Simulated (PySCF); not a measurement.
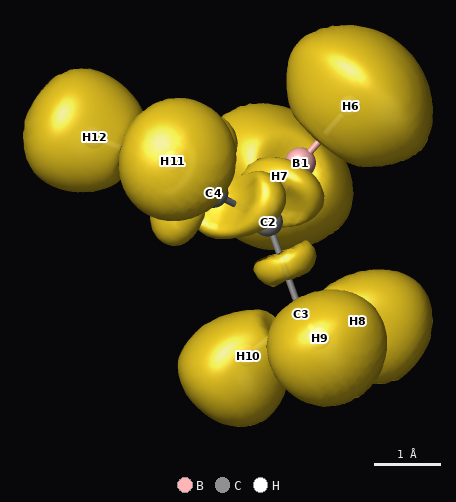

Figure. C₄H₇B (SMILES B[C+](C)[C]=C) (charge +1, doublet). Isosurface of the electron localisation function at 0.8 (yellow), seen at an oblique angle. Only the valence region is drawn (cores and ρ < 0.01 e/Å³ removed).

Geometry: GFN2-xTB.

Theory: UKS B3LYP, pcH-1 on B C H, non-relativistic, mean-field spin-orbit, GIAO in PySCF 2.14.0, density-fitted response routines.

```xyz
12

B    -0.3989    1.6368    0.5932
C    -0.2173    0.1755    0.1282
C    -1.4204   -0.6857    0.3209
C     0.9242   -0.2844   -0.3725
C     2.0635   -0.6897   -0.8072
H    -0.4314    2.4648   -0.2297
H    -0.5556    1.8974    1.7172
H    -2.3126   -0.0919    0.5078
H    -1.5790   -1.3527   -0.5250
H    -1.2400   -1.3051    1.2065
H     2.1915   -1.1168   -1.7960
H     2.9774   -0.6489   -0.2252
```

Where are the electrons localised?

Answer. At this value the surface marks out one region between bonded B–C atoms (shared pairs), three regions between bonded C–C atoms (shared pairs) and seven regions around hydrogen nuclei. Along the contacts the grid gives the following. C–C (1.28 Å): the ELF peaks at about 0.90 between the atoms: a multiple bond. C–B (1.54 Å): the ELF peaks at about 1 between the atoms, as expected for a shared electron pair.
